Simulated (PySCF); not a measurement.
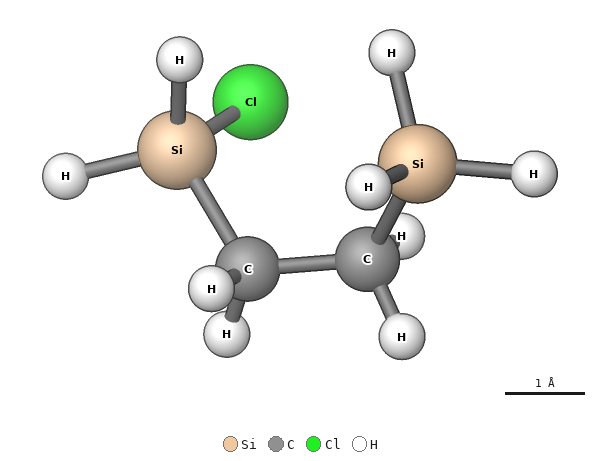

Fig. 1: The structure (ball-and-stick view, seen at a tilt).

C2H9ClSi2: NMR shielding calculation

The run: NMR shielding calculation of C2H9ClSi2. Method and program: GIAO B97-D/pcSseg-1 NMR shielding, non-relativistic, gas phase (PySCF 2.14.0).

The geometry comes from this level: PBE0-D3(BJ)/def2-SVP. Figures and captions count atoms from 1; the log counts them from 0 in places.

The program's output:
```
coarse grid: 12624 points
cycle   1  E = -1120.6811653906  dE =  8.838e-03  |g| = 5.148e-01  |ddm| = 3.275e+00
cycle   2  E = -1120.5763997952  dE =  1.048e-01  |g| = 8.081e-01  |ddm| = 1.370e+00
cycle   3  E = -1120.7519462014  dE = -1.755e-01  |g| = 7.987e-02  |ddm| = 9.212e-01
cycle   4  E = -1120.7537467392  dE = -1.801e-03  |g| = 3.118e-02  |ddm| = 1.383e-01
cycle   5  E = -1120.7539713486  dE = -2.246e-04  |g| = 8.184e-03  |ddm| = 4.545e-02
cycle   6  E = -1120.7539917898  dE = -2.044e-05  |g| = 1.641e-03  |ddm| = 1.349e-02
cycle   7  E = -1120.7539925273  dE = -7.374e-07  |g| = 5.189e-04  |ddm| = 2.333e-03
final grid: 106368 points
cycle   8  E = -1120.7555594513  dE = -4.833e-05  |g| = 1.347e-02  |ddm| = 3.102e-02
cycle   9  E = -1120.7555083612  dE =  5.109e-05  |g| = 1.791e-02  |ddm| = 3.049e-02
cycle  10  E = -1120.7555871831  dE = -7.882e-05  |g| = 3.311e-03  |ddm| = 2.246e-02
cycle  11  E = -1120.7555900121  dE = -2.829e-06  |g| = 6.838e-04  |ddm| = 3.723e-03
cycle  12  E = -1120.7555901306  dE = -1.185e-07  |g| = 8.220e-05  |ddm| = 8.933e-04
cycle  13  E = -1120.7555901323  dE = -1.696e-09  |g| = 2.384e-05  |ddm| = 1.254e-04
cycle  14  E = -1120.7555901324  dE = -1.705e-10  |g| = 5.596e-06  |ddm| = 3.385e-05
```

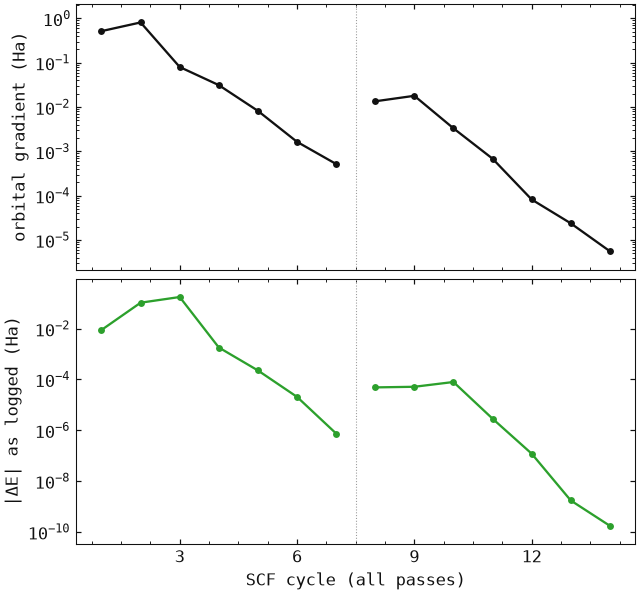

Fig. 2: Convergence of the self-consistent field: orbital gradient and size of the energy change against the SCF cycle. The dotted line marks the change from a coarse to the final integration grid. The first 7 cycles use a coarse grid, the final grid takes over at cycle 8, and the field converges after 14 cycles in all.

```
converged SCF energy = -1120.7555901324

GIAO shielding tensors (ppm)
atom      isotropic    diamagn.    paramagn.     s11        s22        s33       span
  0 Si     413.356     883.350    -469.994    377.405    402.530    460.133     82.728
  1 C      175.836     255.498     -79.662    167.906    172.996    186.605     18.699
  2 C      164.273     245.861     -81.589    153.797    168.192    170.829     17.032
  3 Si     352.578     875.055    -522.478    291.807    354.519    411.407    119.600
  4 Cl    1000.605    1146.748    -146.143    951.317   1022.933   1027.563     76.247
  5 H       27.618      31.348      -3.730     24.506     25.226     33.122      8.616
  6 H       27.384      31.119      -3.735     23.572     27.325     31.256      7.684
  7 H       27.782      31.901      -4.119     24.844     25.892     32.610      7.766
  8 H       30.352      36.453      -6.101     24.660     28.709     37.687     13.027
  9 H       30.161      32.572      -2.410     25.310     30.389     34.785      9.476
 10 H       30.702      31.702      -1.000     26.237     29.319     36.549     10.312
 11 H       29.926      28.205       1.721     25.277     27.982     36.519     11.242
 12 H       26.435      24.014       2.421     22.287     24.887     32.132      9.845
 13 H       26.183      26.306      -0.123     22.981     24.703     30.865      7.884
```

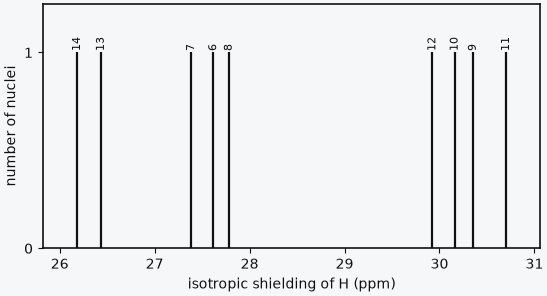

Fig. 3: Isotropic shieldings of the hydrogen nuclei in this fixed geometry, labelled by atom number; shielding grows to the right, so chemical shift grows to the left. The least shielded is H14 (26.2 ppm), the most shielded H11 (30.7 ppm).

This output came from the following input.

Input file:
```
{"job": {"kind": "nmr", "xc": "B97-D", "basis": "pcSseg-1", "pop": false}, "charge": 0, "multiplicity": 1}
Si     1.335591     0.565569     1.777159
C      2.467021    -0.226552     0.485936
C      3.454585     0.711570    -0.216250
Si     4.814960     1.431164     0.858854
Cl     5.726807    -0.129740     1.883903
H      0.319887    -0.431295     2.233465
H      2.108558     1.037413     2.966898
H      0.625804     1.743405     1.184990
H      1.809524    -0.708764    -0.258171
H      3.012739    -1.047869     0.982140
H      2.930999     1.566724    -0.682693
H      3.962628     0.185445    -1.043775
H      5.846911     2.097242     0.014422
H      4.301287     2.398100     1.869631
```

The first line tells a small driver script what to run in PySCF; the rest is the geometry in Å.

Launched with:
```bash
OMP_NUM_THREADS=1 python <driver script> task.json out
```

Key numbers:

| quantity | value |
| --- | --- |
| outcome | converged |
| total energy | −1120.755590 hartree |
| HOMO | −7.19 eV |
| LUMO | −0.51 eV |
| dipole moment | 1.95 D |
| isotropic shielding, Si | 352.6 to 413.4 ppm |
| isotropic shielding, C | 164.3 to 175.8 ppm |
| isotropic shielding, Cl | 1000.6 ppm |
| isotropic shielding, H | 26.2 to 30.7 ppm |
| hardware | 1 CPU thread, shared host |
| wall time | 20 s |
| peak memory | 0.78 GiB |
